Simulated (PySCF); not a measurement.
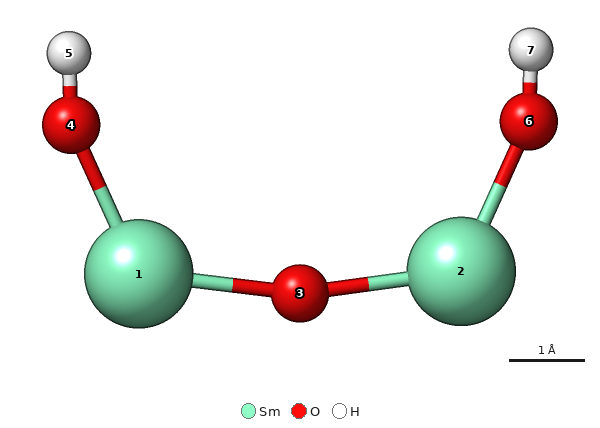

*The input geometry (ball-and-stick view, seen on its broad side; atoms are numbered from 1 in the order of the input). Sticks mark near contacts.*

Bond lengths as drawn: H–O 0.96 Å and O–Sm 2.19 to 2.21 Å.

# Single-point calculation of Sm2H2O3

- system: Sm2H2O3 (Sm2(O)1(OH)2)
- method: RKS B3LYP, Sm lcecp-0-SVP with ECP52, O def2-SVP, H def2-SVP; non-relativistic Hamiltonian with a scalar-relativistic core potential; density fitting (PySCF 2.14.0)

It belongs to a series of runs on one base structure; here: finer grid at the relaxed geometry.

Log:
```
init E= -284.583087283571
  HOMO = -0.196366978400365  LUMO = -0.0511345423305345  gap/eV = 3.95198
cycle= 1 E= -284.583087261802  delta_E= 2.18e-08  |g|= 0.00036  |ddm|= 0.000404
  HOMO = -0.196469343178291  LUMO = -0.0511376585907359  gap/eV = 3.95468
cycle= 2 E= -284.583087120668  delta_E= 1.41e-07  |g|= 0.000901  |ddm|= 0.000957
  HOMO = -0.196390624268506  LUMO = -0.0511349892261363  gap/eV = 3.95261
cycle= 3 E= -284.583087286252  delta_E= -1.66e-07  |g|= 0.000103  |ddm|= 0.000712
  HOMO = -0.196395230145025  LUMO = -0.0511354107596777  gap/eV = 3.95272
cycle= 4 E= -284.583087288455  delta_E= -2.2e-09  |g|= 2.04e-06  |ddm|= 7.78e-05
  HOMO = -0.196395016018671  LUMO = -0.0511353653516488  gap/eV = 3.95272
cycle= 5 E= -284.583087288456  delta_E= -1.25e-12  |g|= 1.03e-07  |ddm|= 3.1e-06
  HOMO = -0.196395037085633  LUMO = -0.0511353654849964  gap/eV = 3.95272
Extra cycle  E= -284.583087288455  delta_E= 1.36e-12  |g|= 1.68e-07  |ddm|= 2.56e-07
converged SCF energy = -284.583087288455
```

This output came from the following input.

The input:
```python
mol = gto.M(atom='''
Sm    -1.28544     0.00000     2.17678
Sm    -1.28544    -0.00000    -2.17678
O     -1.56559    -0.00000     0.00000
O      0.72430     0.00000     3.08851
H      1.68696     0.00000     3.11907
O      0.72430    -0.00000    -3.08851
H      1.68696    -0.00000    -3.11907''',
    basis={'Sm': 'lcecp-0-SVP', 'O': 'def2-SVP', 'H': 'def2-SVP'},
    ecp={'Sm': 'lcecp-0-SVP'},
    charge=0, spin=0)
mf = dft.RKS(mol, xc='B3LYP')
mf.grids.atom_grid = (75, 302)  # f atoms: at least (60, 302), unpruned
mf = mf.density_fit()  # Sm AutoAux, O def2-universal-JKFIT, H def2-universal-JKFIT
mf.conv_tol = 1e-09; mf.max_cycle = 55
mf.kernel(dm0)
```

The script is an equivalent of the set-up of the self-consistent field. The run itself was carried out by a driver, which started from the orbitals of the step before it where there was one and computed the further properties.

Run as:
```bash
OMP_NUM_THREADS=2 python <driver script>
```

Key numbers:

- outcome: converged
- total energy: −284.583087 hartree
- HOMO: −5.34 eV
- LUMO: −1.39 eV
- largest force (length of the vector): 0.010 eV/Å
- dipole moment: 7.11 D
- hardware: 2 threads of Arm Neoverse V1, 24 GiB of memory available, shared host
- wall time: 22 s (CPU time 44 s)
- peak memory: 1.4 GiB
